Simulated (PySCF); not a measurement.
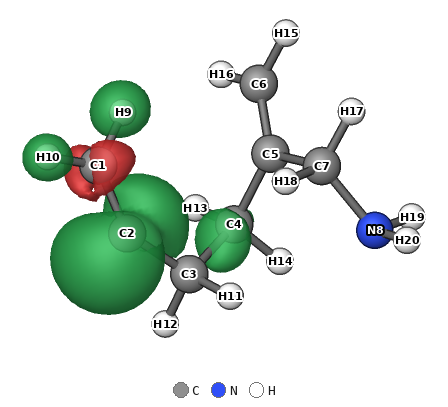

Figure 1: C7H12N (doublet). Isosurfaces of the spin density (α minus β) at +0.03 (green) and −0.03 e/Å³ (red), seen at a tilt.

Geometry: GFN2-xTB.

All numbers below come from UKS B3LYP, pcH-1 on C H N, non-relativistic, mean-field spin-orbit, GIAO in PySCF.

```xyz
20

C     2.5524   -0.4824    0.7310
C     2.1840    0.5935    0.1148
C     1.1161    1.1690   -0.6832
C     0.0744    0.1387   -1.1969
C    -0.6038   -0.6261   -0.1033
C    -0.6469   -1.9503   -0.0879
C    -1.2502    0.1937    0.9827
N    -2.0372    1.2803    0.4087
H     1.9529   -1.3963    0.7644
H     3.4900   -0.5476    1.2649
H     0.5951    1.9303   -0.0975
H     1.5481    1.6659   -1.5582
H     0.5624   -0.5566   -1.8814
H    -0.6811    0.7061   -1.7452
H    -1.1539   -2.4969    0.6901
H    -0.1693   -2.5432   -0.8498
H    -1.8373   -0.4712    1.6374
H    -0.4619    0.6462    1.5946
H    -2.8155    0.8991   -0.1205
H    -2.4237    1.8585    1.1470
```

**Where is the unpaired spin?**

The unpaired spin (1 electron) lies mostly on C2 (about 0.7) and C3 (about 0.1), in electrons by Hirshfeld's partition.
